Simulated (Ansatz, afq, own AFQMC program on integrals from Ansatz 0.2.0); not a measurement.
# AlH4 (doublet): AFQMC on the coupled-cluster ladder at distance Al1–H4 along a hydrogen transfer = 1.893 Å, cc-pVTZ

How near does AFQMC come to the top of the ladder for AlH4 (doublet)?

Computed with Ansatz 0.2.0, Gaussian basis, and an in-house AFQMC program (afq) on its integrals; all values are calculated. Level: cc-pVTZ, frozen cores.

The runs, in order: PBE (unrestricted); r2SCAN (unrestricted); CCSD(T) on UHF; PBE0 (unrestricted); B3LYP (unrestricted); wB97M-V (unrestricted); CCSDT(Q) on UHF; B2PLYP (unrestricted); Phaseless AFQMC, CISD trial on UHF; Phaseless AFQMC, single-determinant trial on UHF.

**1. What is computed**

The geometry derives from fragments relaxed apart (PBE0/def2-TZVP) and kept rigid, so it is no stationary point. A hydrogen atom is moved between rigid fragments.

5 atoms, charge 0, spin multiplicity 2.

Atoms are counted from 1 here; the program's logs count them from 0.

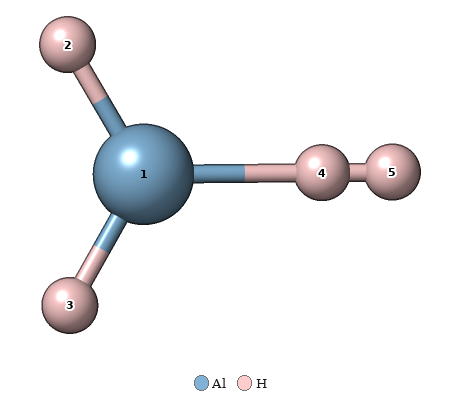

The geometry (aluminium light blue, hydrogen pink); atoms are numbered from 1 in the order of the file.

Coordinates:

```
Al   -0.0957    0.0000    0.0000
H    -0.8886    1.3734    0.0000
H    -0.8886   -1.3734    0.0000
H     1.7973    0.0000    0.0000
H     2.5423    0.0000    0.0000
```

**2. PBE (unrestricted)**

in.yaml reads:

```yaml
crystal:
  periodic: [false, false, false]
  atoms:
    - {symbol: Al, position_ang: [-0.095718, 0.000000, 0.000000]}
    - {symbol: H, position_ang: [-0.888642, 1.373384, 0.000000]}
    - {symbol: H, position_ang: [-0.888642, -1.373384, 0.000000]}
    - {symbol: H, position_ang: [1.797282, 0.000000, 0.000000]}
    - {symbol: H, position_ang: [2.542282, 0.000000, 0.000000]}
basis:
  gaussian: {orbitals: cc-pVTZ}
magnetization: {spin_polarized: true, initial_magnetization: 1}
hamiltonian: {xc: {name: PBE}}
output: {orbitals: {seedname: orbitals}}
```

Started as:

```console
$ ansatz run in.yaml --threads 1 --pin off --events-out ev --progress --plain --max-ram 8192MiB --backend cpu
```

Log:

```text
Functional definition: PBE
  name "PBE"
  cite "Perdew, Burke & Ernzerhof, Phys. Rev. Lett. 77, 3865 (1996) doi:10.1103/PhysRevLett.77.3865"
  parent pbe
  parameter kappa = 0.804
  parameter beta = 0.06672455060314922
  exchange = pbe_x(kappa = kappa, mu = beta*pi^2/3)
  correlation = pbe_c(beta = beta)
513 factors; their error is unknown
mean field evaluation 1: about -6653.6639 eV, gradient 1.3e1 eV
mean field evaluation 2: about -6654.6025 eV, gradient 6.8e0 eV
mean field evaluation 4: about -6654.9863 eV, gradient 1.5e-1 eV
mean field evaluation 8: about -6654.9783 eV, gradient 1.5e-2 eV
mean field evaluation 16: about -6654.0127 eV, gradient 4.1e0 eV
mean field evaluation 32: about -6654.8890 eV, gradient 1.1e0 eV
mean field -6654.97827748 eV, -244.5659407912 hartree, gradient 4.5e-6 eV, S^2 0.752332; 4 other end points of the search recorded, 0 dependent functions left out
reference -6654.97832139 eV, -244.5659424049 hartree; 9, 8 occupied and 81, 82 virtual orbitals, 513 factors
Total energy: -6654.97832139 eV, -244.5659424049 hartree
```

Wall time 2.9 s (1 thread of AMD EPYC 7R13 (Zen 3), shared host); peak memory 1.8 GiB.

From the report: ⟨S²⟩ of the determinant 0.752 (pure doublet: 0.75).

**3. r2SCAN (unrestricted)**

in.yaml, as its differences from that of step 2:

```diff
@@ -11,3 +11,2 @@
 magnetization: {spin_polarized: true, initial_magnetization: 1}
-hamiltonian: {xc: {name: PBE}}
-output: {orbitals: {seedname: orbitals}}
+hamiltonian: {xc: {name: r2SCAN}}
```

Same command.

Log:

```text
Functional definition: r2SCAN
  name "r2SCAN"
  cite "Furness, Kaplan, Ning, Perdew & Sun, J. Phys. Chem. Lett. 11, 8208 (2020) doi:10.1021/acs.jpclett.0c02405"
  cite "Furness, Kaplan, Ning, Perdew & Sun, J. Phys. Chem. Lett. 11, 9248 (2020) doi:10.1021/acs.jpclett.0c03077"
  parent r2scan
  parameter k0 = 0.174
  parameter k1 = 0.065
  parameter a1 = 4.9479
  exchange = r2scan_x(k0 = k0, k1 = k1, a1 = a1)
  correlation = r2scan_c
513 factors; their error is unknown
mean field evaluation 1: about -6657.3532 eV, gradient 1.1e1 eV
mean field evaluation 2: about -6658.0905 eV, gradient 4.3e0 eV
mean field evaluation 4: about -6658.2329 eV, gradient 1.7e-1 eV
mean field evaluation 8: about -6658.2259 eV, gradient 1.4e-2 eV
mean field evaluation 16: about -6658.2259 eV, gradient 3.2e-5 eV
mean field evaluation 32: about -6657.9346 eV, gradient 4.8e0 eV
mean field -6658.22594316 eV, -244.6852903037 hartree, gradient 3.2e-5 eV, S^2 0.755778; 4 other end points of the search recorded, 0 dependent functions left out
reference -6658.22595997 eV, -244.6852909212 hartree; 9, 8 occupied and 81, 82 virtual orbitals, 513 factors
Total energy: -6658.22595997 eV, -244.6852909212 hartree
```

Wall time 6 s (1 thread of AMD EPYC 7R13 (Zen 3), shared host); peak memory 1.8 GiB.

From the report: ⟨S²⟩ of the determinant 0.756 (pure doublet: 0.75).

**4. CCSD(T) on UHF**

in.yaml, as its differences from that of step 3:

```diff
@@ -11,2 +11,2 @@
 magnetization: {spin_polarized: true, initial_magnetization: 1}
-hamiltonian: {xc: {name: r2SCAN}}
+correlation: {method: ccsd_t, electrons: outside_noble_gas, hamiltonian_folder: ham}
```

Started as:

```console
$ ansatz run in.yaml --threads 1 --pin off --events-out ev --progress --plain --max-ram 24576MiB --backend cuda --devices 0, --max-vram 18GiB
```

Log, shortened:

```text
Functional definition: HF
  name "HF"
  cite "Fock, Z. Phys. 61, 126 (1930) doi:10.1007/BF01340294"
  parent pbe
[...]
512 factors; integrals over basis functions are off by at most 1.6e-3 eV
[...]
mean field -6643.13758126 eV, -244.1308032310 hartree, gradient 8.8e-6 eV, S^2 0.763025; 6 other end points of the search recorded, 0 dependent functions left out
determinant -6643.13758126 eV, -244.1308032310 hartree, with singles and doubles -6646.93666929 eV, -244.2704171410 hartree
determinant -6642.20050377 eV, -244.0963662682 hartree, with singles and doubles -6646.10414857 eV, -244.2398225686 hartree
5 core orbitals not correlated: weight in the atoms' cores, before any rotation towards them, 1.000 or more for the frozen orbitals, at most 0.000 for the correlated occupied ones
reference -6643.13758126 eV, -244.1308032310 hartree; 4, 3 occupied and 81, 82 virtual orbitals, 512 factors
second order -2.92467907 eV of doubles, -0.00000000 eV of singles
cycle   1  -3.65955397 eV  change   -3.1e-1 eV  update   2.0e-2
[...]
cycle   9  -3.66943318 eV  change    1.6e-6 eV  update   3.7e-6
perturbative correction -0.06304921 eV, -0.0023170157 hartree
Total energy: -6646.87006365 eV, -244.2679694288 hartree
```

Run time: 10 s. Hardware: 1 × NVIDIA H100 80GB HBM3 with 1 thread of AMD EPYC 7R13 (Zen 3), shared host; peak host memory 1.8 GiB.

From the report: ⟨S²⟩ of the determinant 0.763 (pure doublet: 0.75); correlation -3.7325 eV; T1 0.014; largest double amplitude 0.03.

This run also writes the integrals to the folder ham.

**5. PBE0 (unrestricted)**

in.yaml, as its differences from that of step 4:

```diff
@@ -11,2 +11,3 @@
 magnetization: {spin_polarized: true, initial_magnetization: 1}
-correlation: {method: ccsd_t, electrons: outside_noble_gas, hamiltonian_folder: ham}
+hamiltonian: {xc: {name: PBE0}}
+output: {orbitals: {seedname: orbitals}}
```

Started as:

```console
$ ansatz run in.yaml --threads 1 --pin off --events-out ev --progress --plain --max-ram 8192MiB --backend cpu
```

Log:

```text
Functional definition: PBE0
  name "PBE0"
  cite "Adamo & Barone, J. Chem. Phys. 110, 6158 (1999) doi:10.1063/1.478522"
  cite "Perdew, Burke & Ernzerhof, Phys. Rev. Lett. 77, 3865 (1996) doi:10.1103/PhysRevLett.77.3865"
  parent pbe
  parameter a = 0.25
  parameter kappa = 0.804
  parameter beta = 0.06672455060314922
  exchange = (1 - a)*pbe_x(kappa = kappa, mu = beta*pi^2/3) + a*exact_x
  correlation = pbe_c(beta = beta)
525 factors; their error is unknown
mean field evaluation 1: about -6655.1671 eV, gradient 8.4e0 eV
mean field evaluation 2: about -6655.6575 eV, gradient 2.5e0 eV
mean field evaluation 4: about -6655.7052 eV, gradient 1.4e-1 eV
mean field evaluation 8: about -6655.7217 eV, gradient 1.3e-2 eV
mean field evaluation 16: about -6655.1877 eV, gradient 3.4e0 eV
mean field -6655.72170915 eV, -244.5932614011 hartree, gradient 1.1e-5 eV, S^2 0.753932; 1 other end points of the search recorded, 0 dependent functions left out
reference -6655.72174240 eV, -244.5932626230 hartree; 9, 8 occupied and 81, 82 virtual orbitals, 525 factors
Total energy: -6655.72174240 eV, -244.5932626230 hartree
```

It took 1.6 s on 1 thread of AMD EPYC 7R13 (Zen 3), shared host; peak memory 1.8 GiB.

From the report: ⟨S²⟩ of the determinant 0.754 (pure doublet: 0.75).

**6. B3LYP (unrestricted)**

in.yaml, as its differences from that of step 5:

```diff
@@ -11,3 +11,2 @@
 magnetization: {spin_polarized: true, initial_magnetization: 1}
-hamiltonian: {xc: {name: PBE0}}
-output: {orbitals: {seedname: orbitals}}
+hamiltonian: {xc: {name: B3LYP}}
```

Launched as before.

Log, shortened:

```text
Functional definition: B3LYP
  name "B3LYP"
  cite "Stephens, Devlin, Chabalowski & Frisch, J. Phys. Chem. 98, 11623 (1994) doi:10.1021/j100096a001"
  cite "Becke, Phys. Rev. A 38, 3098 (1988) doi:10.1103/PhysRevA.38.3098"
  cite "Lee, Yang & Parr, Phys. Rev. B 37, 785 (1988) doi:10.1103/PhysRevB.37.785"
  cite "Vosko, Wilk & Nusair, Can. J. Phys. 58, 1200 (1980) doi:10.1139/p80-159"
[...]
525 factors; their error is unknown
[...]
mean field -6659.96201684 eV, -244.7490898347 hartree, gradient 2.1e-5 eV, S^2 0.753304; 1 other end points of the search recorded, 0 dependent functions left out
reference -6659.96226067 eV, -244.7490987949 hartree; 9, 8 occupied and 81, 82 virtual orbitals, 525 factors
Total energy: -6659.96226067 eV, -244.7490987949 hartree
```

It took 1.4 s on 1 thread of AMD EPYC 7R13 (Zen 3), shared host; peak memory 1.8 GiB.

From the report: ⟨S²⟩ of the determinant 0.753 (pure doublet: 0.75).

**7. wB97M-V (unrestricted)**

in.yaml, as its differences from that of step 6:

```diff
@@ -11,2 +11,3 @@
 magnetization: {spin_polarized: true, initial_magnetization: 1}
-hamiltonian: {xc: {name: B3LYP}}
+hamiltonian: {xc: {name: wB97M-V}}
+output: {orbitals: {seedname: orbitals}}
```

The command is unchanged.

Log, shortened:

```text
Functional definition: wB97M-V
  name "wB97M-V"
  cite "Mardirossian & Head-Gordon, J. Chem. Phys. 144, 214110 (2016) doi:10.1063/1.4952647"
  cite "Becke, J. Chem. Phys. 107, 8554 (1997) doi:10.1063/1.475007"
  cite "Vydrov & Van Voorhis, J. Chem. Phys. 133, 244103 (2010) doi:10.1063/1.3521275"
  # Of w^i u^j: cxij and so on, Table III.
[...]
  gx(w, u) = 1 - cx + cx01*u + cx10*w
  gss(w, u) = css00 + css04*u^4 + css10*w + css20*w^2 + css43*w^4*u^3
  gos(w, u) = cos00 + cos10*w + (cos20 + cos21*u)*w^2 + (cos60 + cos61*u)*w^6
[...]
      + integral(e_c_pw_mod_opposite_spin*gos(b97_w_opposite, b97_u_opposite)) + vv10(b, c)
513 factors; their error is unknown
147 factors; integrals over basis functions are off by at most 4.5e-5 eV
[...]
mean field -6657.93369182 eV, -244.6745502649 hartree, gradient 6.1e-5 eV, S^2 0.752274; 1 other end points of the search recorded, 0 dependent functions left out
reference -6657.93373986 eV, -244.6745520301 hartree; 9, 8 occupied and 81, 82 virtual orbitals, 513 factors
Total energy: -6657.93373986 eV, -244.6745520301 hartree
```

Run time: 5.5 s. Hardware: 1 thread of AMD EPYC 7R13 (Zen 3), shared host; peak memory 1.8 GiB.

From the report: ⟨S²⟩ of the determinant 0.752 (pure doublet: 0.75).

**8. CCSDT(Q) on UHF**

in.yaml, as its differences from that of step 7:

```diff
@@ -11,3 +11,2 @@
 magnetization: {spin_polarized: true, initial_magnetization: 1}
-hamiltonian: {xc: {name: wB97M-V}}
-output: {orbitals: {seedname: orbitals}}
+correlation: {method: ccsdt_q, electrons: outside_noble_gas}
```

Started as:

```console
$ ansatz run in.yaml --threads 1 --pin off --events-out ev --progress --plain --max-ram 24576MiB --backend cuda --devices 0, --max-vram 18GiB
```

Log, shortened:

```text
Functional definition: HF
  name "HF"
  cite "Fock, Z. Phys. 61, 126 (1930) doi:10.1007/BF01340294"
  parent pbe
[...]
1070 factors; integrals over basis functions are off by at most 2.6e-7 eV
[...]
mean field -6643.13758624 eV, -244.1308034141 hartree, gradient 8.3e-6 eV, S^2 0.763025; 6 other end points of the search recorded, 0 dependent functions left out
determinant -6643.13758624 eV, -244.1308034141 hartree, with singles and doubles -6646.93668637 eV, -244.2704177687 hartree
determinant -6642.20051379 eV, -244.0963666367 hartree, with singles and doubles -6646.10416784 eV, -244.2398232770 hartree
5 core orbitals not correlated: weight in the atoms' cores, before any rotation towards them, 1.000 or more for the frozen orbitals, at most 0.000 for the correlated occupied ones
reference -6643.13758624 eV, -244.1308034141 hartree; 4, 3 occupied and 81, 82 virtual orbitals, 1070 factors
second order -2.92469579 eV of doubles, -0.00000000 eV of singles
cycle   1  -3.43755202 eV  change   -5.1e-1 eV  update   6.0e-2
[...]
cycle  15  -3.75065955 eV  change    7.7e-7 eV  update   2.7e-7
perturbative correction -0.00152758 eV, -0.0000561375 hartree
Total energy: -6646.88977338 eV, -244.2686937478 hartree
```

It took 9 s on 1 × NVIDIA H100 80GB HBM3 with 1 thread of AMD EPYC 7R13 (Zen 3), shared host; peak host memory 1.8 GiB.

From the report: ⟨S²⟩ of the determinant 0.763 (pure doublet: 0.75); correlation -3.7522 eV; T1 0.015; largest double amplitude 0.04.

**9. B2PLYP (unrestricted)**

in.yaml, as its differences from that of step 8:

```diff
@@ -11,2 +11,3 @@
 magnetization: {spin_polarized: true, initial_magnetization: 1}
-correlation: {method: ccsdt_q, electrons: outside_noble_gas}
+hamiltonian: {xc: {name: B2PLYP}}
+correlation: {electrons: outside_noble_gas}
```

Started as:

```console
$ ansatz run in.yaml --threads 1 --pin off --events-out ev --progress --plain --max-ram 8192MiB --backend cpu
```

Log, shortened:

```text
Functional definition: B2PLYP
  name "B2PLYP"
  cite "Grimme, J. Chem. Phys. 124, 034108 (2006) doi:10.1063/1.2148954"
  cite "Becke, Phys. Rev. A 38, 3098 (1988) doi:10.1103/PhysRevA.38.3098"
  cite "Lee, Yang & Parr, Phys. Rev. B 37, 785 (1988) doi:10.1103/PhysRevB.37.785"
[...]
512 factors; integrals over basis functions are off by at most 1.6e-3 eV
[...]
mean field -6654.63809825 eV, -244.5534394350 hartree, gradient 2.5e-6 eV, S^2 0.756911; 2 other end points of the search recorded, 0 dependent functions left out
5 core orbitals not correlated: weight in the atoms' cores, before any rotation towards them, 1.000 or more for the frozen orbitals, at most 0.000 for the correlated occupied ones
reference -6654.63825271 eV, -244.5534451112 hartree; 4, 3 occupied and 81, 82 virtual orbitals, 512 factors
second order -3.61140774 eV of doubles, -0.00000000 eV of singles
Total energy: -6655.61333280 eV, -244.5892786435 hartree
```

Wall time 2.9 s (1 thread of AMD EPYC 7R13 (Zen 3), shared host); peak memory 1.8 GiB.

From the report: ⟨S²⟩ of the determinant 0.757 (pure doublet: 0.75).

**10. Phaseless AFQMC, CISD trial on UHF**

It reads the integrals that the CCSD(T) run on this determinant wrote.

Started as:

```console
$ afq ham --method phaseless --trial cisd --walkers 1900 --populations 20 --least-time 60 --time-step 0.005 --steps-per-block 50 --equilibration-blocks 28 --max-blocks 4000 --target-error 0.00016 --factor-cut 1e-05 --start spin_pure --seed 9135 --release-times 0.24,0.51,0.99,1.62,2.4 --release-step 0.03 --release-every 3 --taylor-order 6
```

Log:

```text
orbitals 85  electrons 4 3  factors 507 of 512
reference energy -244.13080323 Eh
CCSD correlation -0.13484917 Eh in 10 cycles, weight of the determinant in the CISD state 0.9207
energy of the start -244.265449 Eh
 block  time / (1/Eh)  mean weight  energy / Eh
     1     0.250  1.0000  -244.264614
     2     0.500  0.9999  -244.264975
     3     0.750  1.0000  -244.265606
     4     1.000  0.9999  -244.266252
     5     1.250  0.9998  -244.266556
     6     1.500  1.0001  -244.267080
     7     1.750  0.9998  -244.267349
     8     2.000  1.0001  -244.267649
     9     2.250  1.0000  -244.267890
    10     2.500  1.0000  -244.268012
    11     2.750  1.0001  -244.267947
    13     3.250  0.9997  -244.268200
    15     3.750  0.9998  -244.268004
    17     4.250  1.0001  -244.268344
    19     4.750  1.0004  -244.268389
    21     5.250  1.0002  -244.268794
    23     5.750  1.0003  -244.268242
    25     6.250  1.0004  -244.268420
    27     6.750  1.0002  -244.268419
    29     7.250  0.9999  -244.268684
    31     7.750  0.9998  -244.268622
    33     8.250  1.0003  -244.268418
    35     8.750  0.9997  -244.268397
    37     9.250  0.9990  -244.268137
    39     9.750  0.9997  -244.268071
    41    10.250  0.9995  -244.268563
    43    10.750  0.9998  -244.268592
    45    11.250  1.0001  -244.268545
    47    11.750  0.9996  -244.268575
    49    12.250  1.0003  -244.268307
    51    12.750  0.9998  -244.268428
    53    13.250  0.9998  -244.268388
    55    13.750  1.0004  -244.268955
    57    14.250  1.0005  -244.258711
    59    14.750  0.9998  -244.268316
    61    15.250  1.0002  -244.268475
    63    15.750  1.0004  -244.268681
    65    16.250  0.9999  -244.268754
    67    16.750  0.9999  -244.268386
    69    17.250  1.0000  -244.268232
    71    17.750  0.9998  -244.268432
    73    18.250  0.9997  -244.268302
    75    18.750  1.0000  -244.268122
    77    19.250  1.0002  -244.268326
    79    19.750  0.9998  -244.268391
    81    20.250  0.9998  -244.268488
    83    20.750  1.0003  -244.268439
    85    21.250  0.9994  -244.268387
    87    21.750  1.0001  -244.268258
    89    22.250  0.9999  -244.268439
    91    22.750  0.9997  -244.268703
    93    23.250  1.0002  -244.268500
    95    23.750  1.0000  -244.268454
    97    24.250  1.0000  -244.268041
error from the spread of 20 populations
released: time / (1/Eh)  energy / Eh  error  mean overlap
  0.24  -244.268524  0.000053  0.9970
  0.51  -244.268520  0.000036  0.9990
  0.99  -244.268552  0.000038  0.9971
  1.62  -244.268710  0.000045  0.9841
  2.40  -244.268686  0.000039  0.9811
energy -244.268323 +/- 0.000154 Eh
```

Run time: 74 s. Hardware: 1 × NVIDIA H100 80GB HBM3 with 2 threads of AMD EPYC 7R13 (Zen 3), shared host; peak host memory 1.8 GiB.

Energy -6646.8797 ± 0.0042 eV. Caveats: constraint bias not in the error.

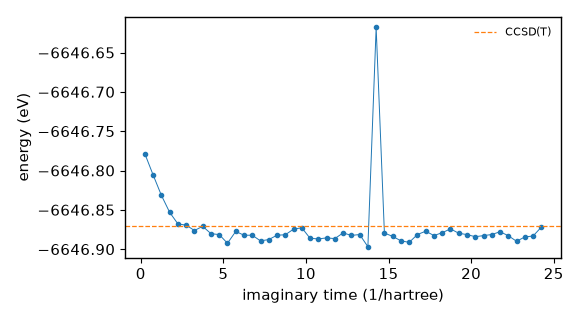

Block energies along the walk.

**11. Phaseless AFQMC, single-determinant trial on UHF**

It reads the integrals that the CCSD(T) run on this determinant wrote.

Started as:

```console
$ afq ham --method phaseless --trial hf --walkers 1900 --populations 20 --least-time 40 --time-step 0.005 --steps-per-block 20 --equilibration-blocks 112 --max-blocks 4000 --target-error 0.0008 --factor-cut 1e-05 --start spin_pure --seed 2113 --taylor-order 6
```

Log:

```text
orbitals 85  electrons 4 3  factors 507 of 512
reference energy -244.13080323 Eh
CCSD correlation -0.13484917 Eh in 10 cycles, weight of the determinant in the CISD state 0.9207
energy of the start -244.131124 Eh
 block  time / (1/Eh)  mean weight  energy / Eh
     1     0.100  1.0005  -244.159872
     2     0.200  1.0009  -244.179861
     3     0.300  1.0006  -244.195374
     4     0.400  1.0004  -244.206345
     5     0.500  1.0008  -244.215993
     6     0.600  1.0005  -244.222855
     7     0.700  1.0003  -244.229324
     8     0.800  1.0004  -244.234519
     9     0.900  1.0001  -244.239703
    10     1.000  1.0003  -244.244095
    13     1.300  1.0000  -244.250030
    17     1.700  0.9997  -244.253998
    21     2.100  1.0003  -244.261075
    25     2.500  1.0001  -244.261237
    29     2.900  0.9999  -244.264152
    33     3.300  0.9997  -244.263647
    37     3.700  1.0002  -244.266188
    41     4.100  1.0001  -244.268424
    45     4.500  1.0003  -244.267414
    49     4.900  1.0002  -244.266997
    53     5.300  0.9999  -244.263705
    57     5.700  0.9997  -244.265803
    61     6.100  0.9999  -244.268830
    65     6.500  0.9997  -244.265043
    69     6.900  1.0003  -244.267180
    73     7.300  1.0002  -244.268804
    77     7.700  0.9999  -244.267552
    81     8.100  0.9999  -244.269296
    85     8.500  1.0001  -244.269628
    89     8.900  1.0003  -244.270483
    93     9.300  1.0000  -244.265894
    97     9.700  1.0002  -244.264272
   101    10.100  0.9997  -244.266348
   105    10.500  1.0005  -244.264765
   109    10.900  0.9998  -244.268602
   113    11.300  1.0001  -244.269294
   117    11.700  0.9999  -244.266975
   121    12.100  1.0001  -244.265890
   125    12.500  0.9999  -244.264721
   129    12.900  0.9999  -244.267038
   133    13.300  0.9998  -244.267537
   137    13.700  1.0001  -244.269170
   141    14.100  1.0002  -244.269761
   145    14.500  0.9997  -244.269914
   149    14.900  1.0000  -244.267362
   153    15.300  0.9999  -244.265018
   157    15.700  1.0002  -244.266385
   161    16.100  0.9998  -244.268533
   165    16.500  1.0000  -244.268231
   169    16.900  1.0001  -244.270427
   173    17.300  0.9995  -244.268624
   177    17.700  1.0001  -244.268401
   181    18.100  1.0004  -244.268937
   185    18.500  1.0001  -244.269762
   189    18.900  1.0001  -244.269922
error from the spread of 20 populations
energy -244.268098 +/- 0.000606 Eh
```

Run time: 30 s. Hardware: 1 × NVIDIA H100 80GB HBM3 with 2 threads of AMD EPYC 7R13 (Zen 3), shared host; peak host memory 1.8 GiB.

Energy -6646.8736 ± 0.0165 eV. Caveats: constraint bias not in the error.

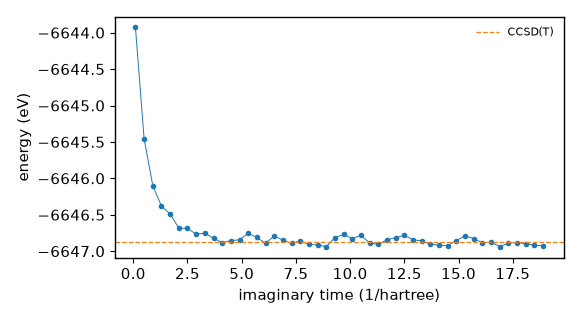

Block energies along the walk.

**12. AFQMC on the ladder**

On the UHF determinant, counted from CCSDT(Q) (a yardstick, not exact):

| level | energy (eV) | from CCSDT(Q) (kJ/mol) | statistical error (kJ/mol) | time |
| --- | --- | --- | --- | --- |
| HF | -6643.1376 | +362.0 |  |  |
| MP2 | -6646.0623 | +79.8 |  |  |
| CCSD | -6646.8070 | +8.0 |  |  |
| CCSD(T) | -6646.8701 | +1.9 |  |  |
| CCSDT(Q) | -6646.8898 | 0.0 |  |  |
| Phaseless AFQMC, CISD trial, step 0.005, 1900 walkers | -6646.8797 | +1.0 | 0.4 | 74 s |
| Phaseless AFQMC, single-determinant trial, step 0.005, 1900 walkers | -6646.8736 | +1.6 | 1.6 | 30 s |

The functionals' totals stand on their own zeros and serve differences with other points: PBE -6654.978 eV; r2SCAN -6658.226 eV; PBE0 -6655.722 eV; B3LYP -6659.962 eV; wB97M-V -6657.934 eV; B2PLYP -6655.613 eV.

**13. Results**

| quantity | value |
| --- | --- |
| CCSD(T) on UHF from CCSDT(Q) | +1.9 kJ/mol |
| Phaseless AFQMC, CISD trial on UHF from CCSDT(Q) | +1.0 ± 0.4 kJ/mol |
| Phaseless AFQMC, single-determinant trial on UHF from CCSDT(Q) | +1.6 ± 1.6 kJ/mol |

**Reading.** On UHF the phaseless walk with the CISD trial lies +1.0 kJ/mol from CCSDT(Q), within three error bars. Error bars are statistical and leave out the constraint, the time step and what remains of the start.
